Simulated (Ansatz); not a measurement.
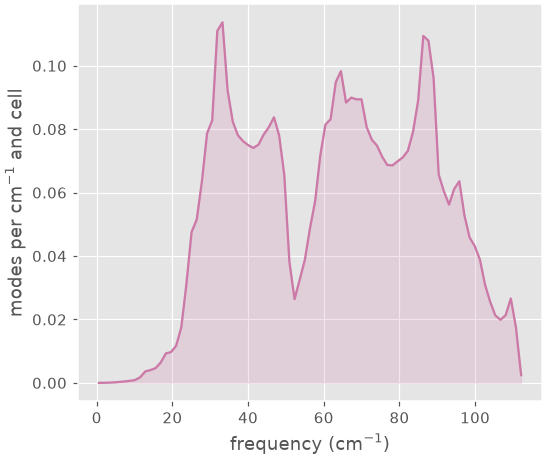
*Phonon density of states of PbTe (rock salt, Fm-3m); finite displacements on a 6×6×6 mesh, PBE density-functional theory in Ansatz (plane waves, PAW), k mesh 6×6×6*

Spin-orbit coupling is not included.

Task: Where is the tallest peak, and is there a gap in the spectrum?

Result: The tallest peak lies near 33 cm⁻¹. No clear gap shows at this resolution.

Ansatz is a first-principles code.
